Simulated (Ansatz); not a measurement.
# ClFGeH$_{3}$NO: what the fields show

Input file:

```
crystal:
  periodic: [false, false, false]
  atoms:
    - {symbol: N, position_ang: [-1.010254, 0.861159, 0.576138]}
    - {symbol: Ge, position_ang: [0.083836, -0.236758, -0.322080]}
    - {symbol: O, position_ang: [0.774062, -1.365118, 0.816007]}
    - {symbol: F, position_ang: [-0.881260, -1.043063, -1.496292]}
    - {symbol: Cl, position_ang: [1.676578, 0.629414, -1.465344]}
    - {symbol: H, position_ang: [-0.580465, 1.371853, 1.333689]}
    - {symbol: H, position_ang: [-1.564511, 1.479495, 0.001927]}
    - {symbol: H, position_ang: [1.594118, -1.753984, 0.500255]}
basis:
  gaussian: {orbitals: def2-TZVPP}
hamiltonian: {xc: pbe0, dispersion: d4}
output: {orbitals: {seedname: orbitals}}
```

Command:

```sh
ansatz run in.yaml --threads 4 --pin off --events-out ev --progress --plain --max-ram 10444MiB
```

Geometry: PBE0-D4/def2-TZVP.

Theory: RKS PBE0-D4/def2-TZVPP in Ansatz 0.2.0.

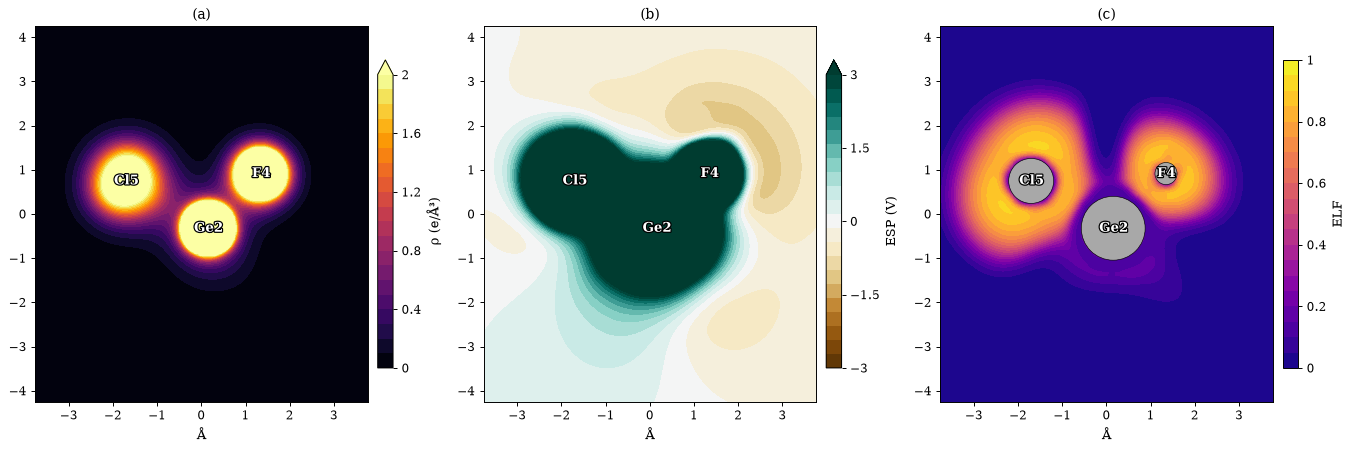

Figure 1. (a) electron density; (b) molecular electrostatic potential; (c) ELF on the plane of atoms F4, Ge2 and Cl5. Grey discs cover the atomic cores in the ELF map.

**Interpret the plot.**

Atoms in the plane: Ge, F and Cl. Ge–F (1.72 Å): ρ at the midpoint is about 1 e/Å³; the ELF peaks at about 0.80 in the valence shell of F, 0.5 Å from its nucleus, and is about 0.25 at the midpoint. Ge–Cl (2.14 Å): ρ is about 0.8 e/Å³ halfway; the ELF peaks at about 0.85 in the valence shell of Cl, 0.9 Å from its nucleus, and is about 0.70 at the midpoint. The ELF also peaks beside Cl5 and F4, away from the bonds: lone-pair regions. Outside the dense part of the molecule the potential is most negative (−1.2 V) near F4.

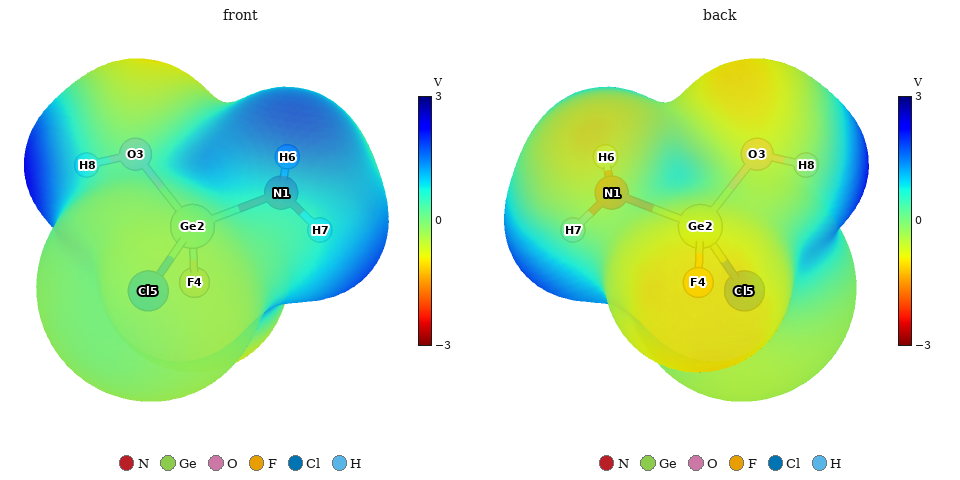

Figure 2. The molecular electrostatic potential painted on the density surface at 0.001 e/bohr³, seen from the front and from behind; red is negative and blue positive.

**Which sites attract a positive test charge, and which a negative one?**

A positive charge is drawn to the negative regions and a negative charge to the positive ones. The most negative region (about −1.0 V, or −23 kcal/mol for a unit charge) lies over O3 and F4, the most positive (about +2.2 V, or +51 kcal/mol for a unit charge) over H8.

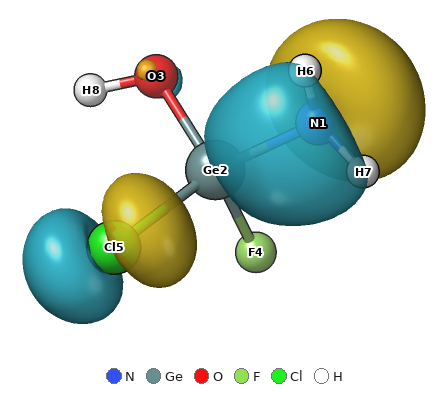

Figure 3. One frontier orbital at ±0.1 Å⁻³ᐟ² (yellow and cyan are the two phases), seen at a tilt.

**Which orbital is it: HOMO or LUMO?**

The HOMO, at −8.49 eV. By Hirshfeld shares it lies mainly on N1 (about 65 %), Cl5 (about 15 %) and Ge2 (about 10 %); largely a lone pair of N1.
